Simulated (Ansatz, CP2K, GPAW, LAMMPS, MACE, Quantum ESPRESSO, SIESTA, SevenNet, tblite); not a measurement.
# Quantum ESPRESSO on liquid 68TiO2-32SiO2 (mol %) at 3000 K (93 atoms): settings compared

How far do other settings of Quantum ESPRESSO move the forces in liquid 68TiO2-32SiO2 (mol %) at 3000 K (93 atoms)? One run of the same program serves as the yardstick.

Program: Quantum ESPRESSO 7.5. Level of theory: the method is named at each step. Results are calculated unless marked as measured.

## 1. Set-up

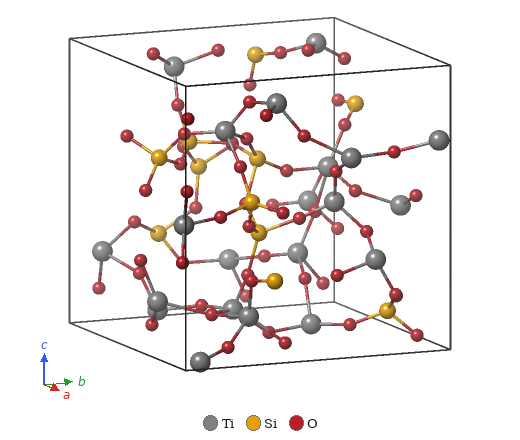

Start, viewed slightly off an axis; titanium grey, silicon orange, oxygen red. Bonds to atoms that aren't drawn are left out. Some periodic images of atoms are drawn too.

The cell holds 93 atoms: 21 Ti, 10 Si and 62 O. Its edges and angles: a = 11.642 Å, b = 11.642 Å, c = 11.642 Å, α = 90.0°, β = 90.0°, γ = 90.0°. 93 atoms (21 Ti, 10 Si, 62 O) placed at random at 3.07 g/cm³, melted at 4000 K for 10 ps at fixed volume with the Morse and Coulomb pair potential with partial charges (Pedone, Malavasi, Menziani, Cormack and Segre, J. Phys. Chem. B 110, 11780 (2006)). Snapshot at the end of a hold of 10 ps at 3000 K and zero pressure.

The yardstick, on the same geometry:

* method: Kohn-Sham DFT, PBE, SSSP efficiency 1.3.0 pseudopotentials, plane waves (Quantum ESPRESSO 7.5); sssp-pbe-1.3.0-efficiency, cutoffs 60/480 Ry, Γ point
* r.m.s. force component: 2.888 eV/Å
* longest force: 11.95 eV/Å
* pressure: 5.219 GPa
* gap (highest filled to lowest empty level): 0.6998 eV
* time: 11 min on 4 MPI ranks of Arm Neoverse V2, shared host
* CPU time: 44 min

## 2. PBE, sssp-1.3.0-efficiency, 25/200 Ry

Method: Kohn-Sham DFT, PBE, SSSP efficiency 1.3.0 pseudopotentials, plane waves.

File pw.in:

```
&control
  calculation = 'scf'
  pseudo_dir = './pseudo'
  outdir = './tmp'
  disk_io = 'none'
  tprnfor = .true.
  tstress = .true.
/
&system
  ibrav = 0
  nat = 93
  ntyp = 3
  ecutwfc = 25
  ecutrho = 200
  nosym = .true.
  occupations = 'smearing'
  smearing = 'fd'
  degauss = 0.003675
/
&electrons
  conv_thr = 4.6e-07
  electron_maxstep = 100
  mixing_beta = 0.4
  mixing_mode = 'plain'
  diagonalization = 'david'
/
ATOMIC_SPECIES
Ti 47.867 Ti.upf
Si 28.085 Si.upf
O 15.999 O.upf
CELL_PARAMETERS angstrom
11.64156 0.00000 0.00000
0.00000 11.64156 0.00000
0.00000 0.00000 11.64156
ATOMIC_POSITIONS crystal
Ti 0.58017 0.99586 0.43747
Ti 0.38552 0.80781 0.55399
Ti 0.56175 0.08557 0.16310
Ti 0.10440 0.07864 0.26330
Ti 0.91354 0.66356 0.68446
Ti 0.52432 0.38658 0.10701
Ti 0.79098 0.32934 0.13115
Ti 0.92920 0.08586 0.01199
Ti 0.60846 0.32094 0.75264
Ti 0.34285 0.71173 0.25076
Ti 0.11721 0.34370 0.89528
Ti 0.83710 0.41510 0.88157
Ti 0.17841 0.82442 0.39832
Ti 0.98315 0.96415 0.73587
Ti 0.58148 0.65752 0.04520
Ti 0.04082 0.58427 0.18684
Ti 0.89273 0.76466 0.31658
Ti 0.70759 0.68959 0.49409
Ti 0.84644 0.06059 0.48100
Ti 0.33493 0.78448 0.98223
Ti 0.32835 0.18847 0.08622
Si 0.78235 0.85785 0.11083
Si 0.01748 0.47965 0.51770
Si 0.99657 0.33792 0.28908
Si 0.42043 0.52529 0.60903
Si 0.59302 0.45514 0.38250
Si 0.77492 0.34825 0.52809
Si 0.27804 0.95840 0.74692
Si 0.21866 0.35627 0.64857
Si 0.08962 0.66355 0.90943
Si 0.42532 0.15174 0.64071
O 0.96817 0.31831 0.86862
O 0.05367 0.74371 0.36860
O 0.09555 0.38907 0.60780
O 0.18537 0.32778 0.77311
O 0.50118 0.21363 0.73299
O 0.15996 0.49141 0.94966
O 0.32655 0.07364 0.70630
O 0.03405 0.41160 0.18633
O 0.20842 0.22499 0.96473
O 0.17796 0.93496 0.29329
O 0.92977 0.03559 0.61479
O 0.33024 0.81326 0.13501
O 0.49108 0.07200 0.54312
O 0.89197 0.61936 0.27112
O 0.66973 0.38634 0.86075
O 0.71578 0.99437 0.49455
O 0.45313 0.11206 0.06147
O 0.88613 0.84321 0.18651
O 0.55134 0.02653 0.31053
O 0.84158 0.44511 0.03833
O 0.40317 0.32170 0.10550
O 0.21248 0.70421 0.93421
O 0.20206 0.64799 0.22129
O 0.72073 0.32887 0.64569
O 0.78498 0.66172 0.61569
[... 33 atom lines left out ...]
O 0.54498 0.84032 0.49416
O 0.86685 0.50574 0.76551
O 0.62789 0.26167 0.11504
O 0.57358 0.42146 0.23376
K_POINTS gamma
```

On the command line:

```console
$ OMP_NUM_THREADS=1 mpirun -np 2 pw.x -in pw.in > output.txt
```

Log:

```text
Program PWSCF
     gamma-point specific algorithms are used
     Parallelization info
     sticks:   dense  smooth     PW     G-vecs:    dense   smooth      PW
     Min        3851    1926    485               254281    89789   11287
     Max        3854    1927    488               254282    89790   11288
     Sum        7705    3853    973               508563   179579   22575
     bravais-lattice index     =            0
     lattice parameter (alat)  =      21.9994  a.u.
     unit-cell volume          =   10647.0708 (a.u.)^3
     number of atoms/cell      =           93
     number of atomic types    =            3
     number of electrons       =       664.00
     number of Kohn-Sham states=          398
     kinetic-energy cutoff     =      25.0000  Ry
     charge density cutoff     =     200.0000  Ry
     scf convergence threshold =      4.6E-07
     mixing beta               =       0.4000
     number of iterations used =            8  plain     mixing
     Exchange-correlation= SLA  PW   PBX  PBC
                           (   1   4   3   4   0   0   0)
     crystal axes: (cart. coord. in units of alat)
               a(1) = (   1.000000   0.000000   0.000000 )
               a(2) = (   0.000000   1.000000   0.000000 )
               a(3) = (   0.000000   0.000000   1.000000 )
     reciprocal axes: (cart. coord. in units 2 pi/alat)
               b(1) = (  1.000000  0.000000  0.000000 )
               b(2) = (  0.000000  1.000000  0.000000 )
               b(3) = (  0.000000  0.000000  1.000000 )
     PseudoPot. # 1 for Ti:
     Pseudo is Ultrasoft + core correction, Zval = 12.0
     PseudoPot. # 2 for Si:
     Pseudo is Ultrasoft + core correction, Zval =  4.0
     PseudoPot. # 3 for O :
     Pseudo is Projector augmented-wave + core cor, Zval =  6.0
     atomic species   valence    mass     pseudopotential
     Ti               12.00    47.86700     Ti( 1.00)
     Si                4.00    28.08500     Si( 1.00)
     O                 6.00    15.99900     O ( 1.00)
     No symmetry found
   Cartesian axes
     number of k points=     1  Fermi-Dirac smearing, width (Ry)=  0.0037
                       cart. coord. in units 2pi/alat
        k(    1) = (   0.0000000   0.0000000   0.0000000), wk =   2.0000000
     Dense  grid:   254282 G-vectors     FFT dimensions: ( 100, 100, 100)
     Smooth grid:    89790 G-vectors     FFT dimensions: (  72,  72,  72)
     Check: negative core charge=   -0.000020
     Initial potential from superposition of free atoms
     starting charge     642.9934, renormalised to     664.0000
     negative rho (up, down):  2.406E-02 0.000E+00
     Starting wfcs are  498 randomized atomic wfcs
     Self-consistent Calculation
     iteration #  1     ecut=    25.00 Ry     beta= 0.40
     negative rho (up, down):  1.670E-02 0.000E+00
     total energy              =   -5126.74793736 Ry
     estimated scf accuracy    <     123.94611708 Ry
     iteration #  2     ecut=    25.00 Ry     beta= 0.40
     negative rho (up, down):  1.564E-02 0.000E+00
     total energy              =   -5030.72907065 Ry
     estimated scf accuracy    <    2287.44236092 Ry
     iteration #  3     ecut=    25.00 Ry     beta= 0.40
     negative rho (up, down):  1.380E-02 0.000E+00
     total energy              =   -5183.11313678 Ry
     estimated scf accuracy    <     196.90185262 Ry
     iteration #  4     ecut=    25.00 Ry     beta= 0.40
     negative rho (up, down):  1.575E-02 0.000E+00
     total energy              =   -5198.81356399 Ry
     estimated scf accuracy    <      23.06579609 Ry
     iteration #  5     ecut=    25.00 Ry     beta= 0.40
     negative rho (up, down):  1.835E-02 0.000E+00
     total energy              =   -5196.26735359 Ry
     estimated scf accuracy    <      11.70048738 Ry
     iteration #  6     ecut=    25.00 Ry     beta= 0.40
[...]
total energy              =   -5195.86937406 Ry
     estimated scf accuracy    <       3.63912470 Ry
[...]
c_bands:  1 eigenvalues not converged
[...]
total energy              =   -5196.43534306 Ry
[...]
iteration # 20     ecut=    25.00 Ry     beta= 0.40
[...]
total energy              =   -5196.43534526 Ry
     estimated scf accuracy    <       0.00000413 Ry
     iteration # 21     ecut=    25.00 Ry     beta= 0.40
[...]
total energy              =   -5196.43534569 Ry
     estimated scf accuracy    <       0.00000125 Ry
     iteration # 22     ecut=    25.00 Ry     beta= 0.40
     negative rho (up, down):  1.822E-02 0.000E+00
     End of self-consistent calculation
          k = 0.0000 0.0000 0.0000 ( 11288 PWs)   bands (ev):
   -55.4344 -55.2390 -55.0652 -54.6197 -54.5499 -54.5266 -54.0180 -53.9699
   -53.9134 -53.8935 -53.8761 -53.8418 -53.7597 -53.6988 -53.4748 -53.3623
   -53.3273 -52.9756 -52.6692 -52.6343 -52.4258 -31.8630 -31.7169 -31.6213
   -31.6115 -31.5898 -31.5241 -31.3745 -31.3099 -31.2849 -31.2044 -31.0381
   -31.0218 -30.9827 -30.9466 -30.8736 -30.8565 -30.7981 -30.7781 -30.7718
   -30.6060 -30.5057 -30.4863 -30.4589 -30.4516 -30.4469 -30.4418 -30.4114
[...]
6.1648   6.2259   6.2378   6.2713   6.3271   6.3422   6.3817   6.4087
     6.4368   6.4608   6.5536   6.5779   6.6089   6.6767   6.7322   6.7821
     6.8105   6.8384   6.8759   6.8974   6.9832   7.0017   7.0177   7.0437
     7.1007   7.1364   7.1941   7.2465   7.2936   7.3067
     the Fermi energy is     3.6254 ev
!    total energy              =   -5196.43534582 Ry
     estimated scf accuracy    <       0.00000018 Ry
     smearing contrib. (-TS)   =      -0.00010015 Ry
     internal energy E=F+TS    =   -5196.43524567 Ry
     The total energy is F=E-TS. E is the sum of the following terms:
     one-electron contribution =   -3896.11501359 Ry
     hartree contribution      =    2164.93426532 Ry
     xc contribution           =    -901.66148441 Ry
     ewald contribution        =   -1972.73346455 Ry
     one-center paw contrib.   =    -590.85954845 Ry
     convergence has been achieved in  22 iterations
     negative rho (up, down):  1.822E-02 0.000E+00
     Forces acting on atoms (cartesian axes, Ry/au):
     atom    1 type  1   force =    -0.02302428   -0.15498194    0.43541290
     atom    2 type  1   force =     0.01635256    0.01400123   -0.07404497
     atom    3 type  1   force =     0.14395304   -0.06114215   -0.08570814
     atom    4 type  1   force =    -0.00906484    0.00665855    0.03768988
     atom    5 type  1   force =     0.09153370    0.04141646    0.14712415
     atom    6 type  1   force =     0.16338942    0.00982095   -0.14136975
[...]
atom   91 type  3   force =    -0.01089093    0.04639911    0.03770731
     atom   92 type  3   force =     0.05063209   -0.09341648    0.01540264
     atom   93 type  3   force =     0.09537839    0.13155290    0.40674888
     Total force =     1.835819     Total SCF correction =     0.001398
     Computing stress (Cartesian axis) and pressure
     negative rho (up, down):  1.822E-02 0.000E+00
          total   stress  (Ry/bohr**3)                   (kbar)     P=     -652.70
  -0.00439161   0.00018570   0.00009472         -646.03       27.32       13.93
   0.00018570  -0.00474583   0.00000745           27.32     -698.14        1.10
   0.00009472   0.00000745  -0.00417336           13.93        1.10     -613.92
     Message from routine punch:
     Nothing written, as per user request (disk_io='none')
```

The job ended after 5.5 min (2 MPI ranks of Arm Neoverse V2, shared host; peak memory 1.3 GiB).

Banners, paths, timers and routine set-up lines are dropped from the logs unmarked, and long logs keep their key lines alone; longer cuts are marked.

Compared with the plane-wave run:

```yaml
r_m_s_force_component: 2.826 eV/Å
r_m_s_difference_of_force_components: 160.1 meV/Å
longest_difference_of_force_vectors: 534.1 meV/Å
force_difference_over_r_m_s_force: 5.545 %
slope_of_forces_against_the_reference_s: 0.9771
correlation_of_force_components: 0.9987
spacing_of_highest_filled_and_lowest_empty_level: 0.7088 eV
gap_difference: 0.009 eV
pressure: -65.27 GPa
pressure_difference: -70.49 GPa
energy_less_the_same_level_run_s: 1943 meV/atom
r_m_s_force_difference_from_the_same_level_run: 160.1 meV/Å
```

This is a coarse setting, run to see what it loses.

Length of the force difference by element (eV/Å):

```
element  atoms   mean  most
      O     62   0.24  0.45
     Si     10  0.093  0.15
     Ti     21   0.34  0.53
```

Levels nearest the highest filled one (eV from it): -1.14, -1.11, -1.03, -0.97, -0.93, -0.90, -0.88, -0.83, -0.75, -0.44, -0.31, 0.00, 0.71, 0.95, 1.10, 1.18, 1.25, 1.40, 1.47, 1.53, 1.61, 1.73, 1.76, 1.79.

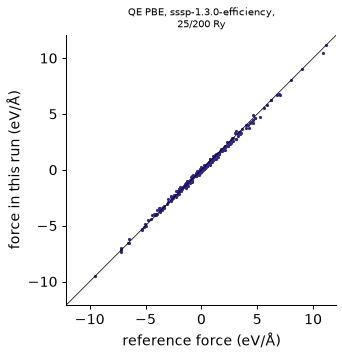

Force components against those of the reference; the line marks equality.

The surroundings of Ti4, which has 5 bonded neighbours where the commonest count for Ti is 4, nearest first, numbered as they follow in the input and with coordinates relative to it.

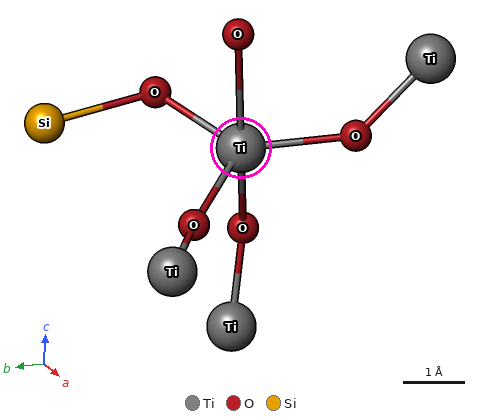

The atoms of the table, within 3.6 Å (arrows a, b, c point along x, y, z); some may hide others; the central atom is ringed.

```
atom      x      y      z  distance (Å)  bonds     Fx     Fy  Fz (eV/Å)
 Ti4   0.00   0.00   0.00          0.00      5  -0.23   0.17       0.97
 O88  -0.25   1.52   1.05          1.87      2  -1.50   1.53      -2.41
 O41   0.86  -1.67   0.35          1.91      2  -1.09   3.00      -1.03
 O61  -0.98   0.27  -1.69          1.97      2   3.98  -0.46       4.19
 O83   1.86   0.81  -0.64          2.13      2  -1.76  -1.22       1.81
 O79  -1.88  -0.77   1.23          2.38      2   0.16   0.15      -0.57
Si24  -1.26   3.02   0.30          3.28      4   4.50  -1.00       5.58
Ti13   0.86  -2.96   1.57          3.46      4  -0.50  -1.69      -5.43
Ti21   2.61   1.28  -2.06          3.56      4  -6.22   2.15      -3.62
 Ti8  -2.04   0.08  -2.93          3.57      4  -4.02  -1.98      -2.50
```

Forces lie 5.5 % from the reference's, at 0.25 times its CPU time (on 2 against 4 cores).

Within one program, basis, potentials and functional, energies share a zero. Each run against its twin at the usual cutoff or grid and solver:

```
                                     run                              twin  Δ energy (meV/atom)  Δ force, r.m.s. (meV/Å)         CPU time over the twin's
QE PBE, sssp-1.3.0-efficiency, 25/200 Ry  sssp-1.3.0-efficiency, 60/480 Ry                 1943                      160  0.25 (this twin ran on 4 cores)
```

## 3. What came out

| Property | Result |
| --- | --- |
| force difference from the reference | QE PBE, sssp-1.3.0-efficiency, 25/200 Ry (coarse), 5.5 % |
| its CPU time | 11 min |

Runs with settings chosen to be coarse differ by 5.5 % (QE PBE, sssp-1.3.0-efficiency, 25/200 Ry). One electronic-structure run takes under half the reference's CPU time: QE PBE, sssp-1.3.0-efficiency, 25/200 Ry, at 5.5 % in 11 min against 44 min; its pressure misses by -70.5 GPa. PBE gaps agree with the reference's 0.700 eV within 0.009 eV. In pressure, QE PBE, sssp-1.3.0-efficiency, 25/200 Ry misses by -70.5 GPa, at the same functional; a cutoff this low leaves a large Pulay stress. The reference's pressure holds the uncorrected Pulay stress of its 60 Ry basis, so small pressure differences, and their order, may be the reference's own error. The frame stands for 3000 K, but pressures are static and levels are smeared at 580 K. The network of bonds at the start is that of the classical potential that made the cell, and needn't be the one that DFT or experiment would give. The reference's stress is far from hydrostatic: its diagonal is 5.6, 0.9, 9.2 GPa, compression counted positive. The runs have no spin polarisation, so any moments at edges, vacancies or dangling bonds can't form. The electronic-structure runs sample only Γ, in a cell whose shortest periodic width is 12 Å.

[Also dropped from logs without a mark: logging warnings of Python, and SIESTA's first energy breakdown and zero terms.]

[Logs are printed without paths, hosts, clocks, repeated set-up lines and the standing remarks that a program may print on its own settings, such as how far it seeks lower states.]

[Hosts, paths, dates, database ids (printed as entryN), source tags and the programs' standing remarks are cut or masked in the printed files.]
